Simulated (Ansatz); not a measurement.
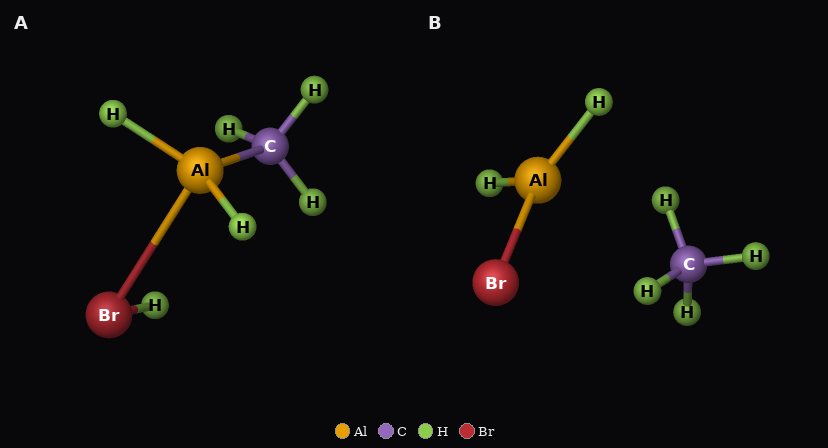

2 stationary structures of one formula. Geometries: PBE0-D4/def2-TZVP. Electronic energies: SPW92 (LDA)/def2-TZVPP (Ansatz 0.2.0), without zero-point energy. Each is one conformer, not always the lowest.

Which structure is the most stable?

B is lowest (a saddle point of order 1); A lies 35.4 kcal/mol above it (a saddle point of order 1).

Give E(B) − E(A) in kcal/mol at these levels too: PBE0-D4/def2-SVP; PBE-D4/def2-TZVPP; ωB97M-V/def2-SVP; r2SCAN-D4/def2-TZVPP; PBE-QIDH (frozen core)/def2-TZVPP; r2SCAN0-D4/def2-TZVPP; RHF/STO-3G; ωB97X-V/def2-TZVPP.

```csv
level,E(B) − E(A) (kcal/mol)
PBE0-D4/def2-SVP,−37.5
PBE-D4/def2-TZVPP,−36.9
ωB97M-V/def2-SVP,−37.1
r2SCAN-D4/def2-TZVPP,−38.9
PBE-QIDH (frozen core)/def2-TZVPP,−39.2
r2SCAN0-D4/def2-TZVPP,−39.6
RHF/STO-3G,−37.9
ωB97X-V/def2-TZVPP,−38.3
```
